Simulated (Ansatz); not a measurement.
**FH$_{9}$Si$_{3}$Sn (SMILES [F][Sn]([SiH3])([SiH3])[SiH3]): density, localisation and related maps**

Input file:

```
crystal:
  periodic: [false, false, false]
  atoms:
    - symbol: F
      position_ang: [-2.197485, -1.079633, 0.376311]
    - symbol: Si
      position_ang: [0.490446, 0.159735, 2.445128]
    - symbol: Si
      position_ang: [-1.000163, 1.947277, -1.189893]
    - symbol: Si
      position_ang: [0.880606, -1.930267, -1.311699]
    - symbol: Sn
      position_ang: [-0.454196, -0.224654, 0.080854]
    - symbol: H
      position_ang: [-0.414189, 1.052326, 3.229108]
    - symbol: H
      position_ang: [1.828314, 0.815884, 2.313125]
    - symbol: H
      position_ang: [0.654973, -1.141614, 3.158693]
    - symbol: H
      position_ang: [-1.886008, 2.825010, -0.368558]
    - symbol: H
      position_ang: [0.284095, 2.665746, -1.458921]
    - symbol: H
      position_ang: [-1.665540, 1.636884, -2.490163]
    - symbol: H
      position_ang: [1.057858, -3.202980, -0.551067]
    - symbol: H
      position_ang: [2.226171, -1.344621, -1.602149]
    - symbol: H
      position_ang: [0.182215, -2.208492, -2.601870]
basis:
  gaussian: {orbitals: def2-SVPD}
hamiltonian: {xc: pbe0}
output: {forces: true, orbitals: {seedname: orbitals}}
```

Command:

```sh
ansatz run input.yaml --threads 2 --pin off --max-ram 6090MiB --events-out events.jsonl --progress --plain --runs-dir runs
```

Geometry: PBE0-D4/def2-SVP; core potentials replace the inner electrons of Sn.

Computed with isolated molecule in a Gaussian basis; Kohn-Sham density functional theory, functional PBE0 in Ansatz.

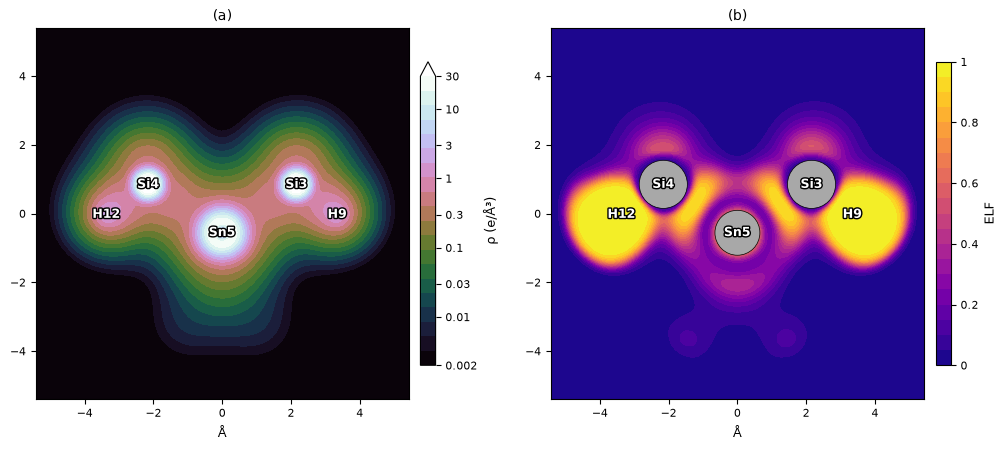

Figure 1. (a) electron density; (b) electron localisation function on the plane of atoms Si3, Sn5 and Si4. Grey discs cover the atomic cores in the ELF map.

Describe what can be read from this map.

Answer. The section cuts through Si, Sn and H sites. Si–Sn (2.57 Å): ρ is about 0.5 e/Å³ halfway; the ELF peaks at about 0.95 between the atoms, as expected for a covalent bond. Si–H (1.49 Å): ρ is about 0.76 e/Å³ halfway; the ELF climbs to about 1 towards the hydrogen, as it does in any bond to H.

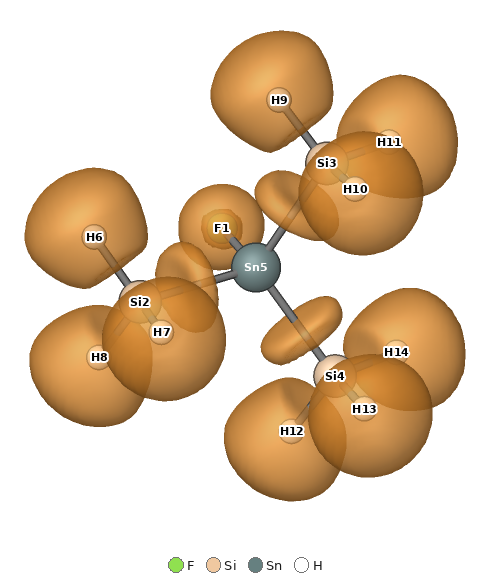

Figure 2. Isosurface of the ELF at 0.75 (orange), seen at a tilt. Core shells and regions of very low density are left out.

Describe the localisation domains.

Answer. At this value the surface marks out three regions between bonded Si–Sn atoms (shared pairs), nine regions around hydrogen nuclei and one region wrapped around F (its valence shell).


Sn–F (1.96 Å): the ELF peaks at about 0.80 in the valence shell of F, 0.5 Å from its nucleus, and drops to about 0.10 between the two atoms.

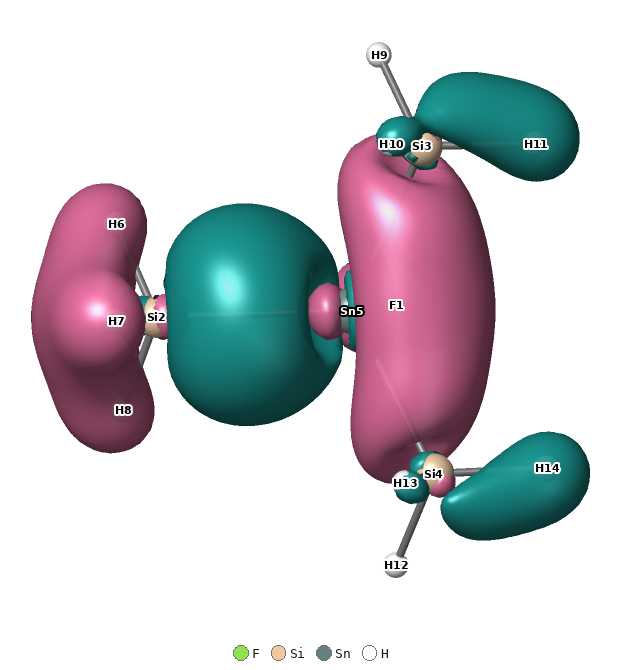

Figure 3. The HOMO at ±0.08 Å⁻³ᐟ² (teal and pink are the two phases), seen at a tilt.

Where does this orbital lie, and at what energy?

Answer. Its weight (Hirshfeld) is mainly on Si2 (about 30 %), Sn5 (about 30 %), Si3 (about 10 %), Si4 (about 10 %) and F1 (about 5 %). It is one of a degenerate set, so its orientation is arbitrary. Its energy is −7.75 eV.
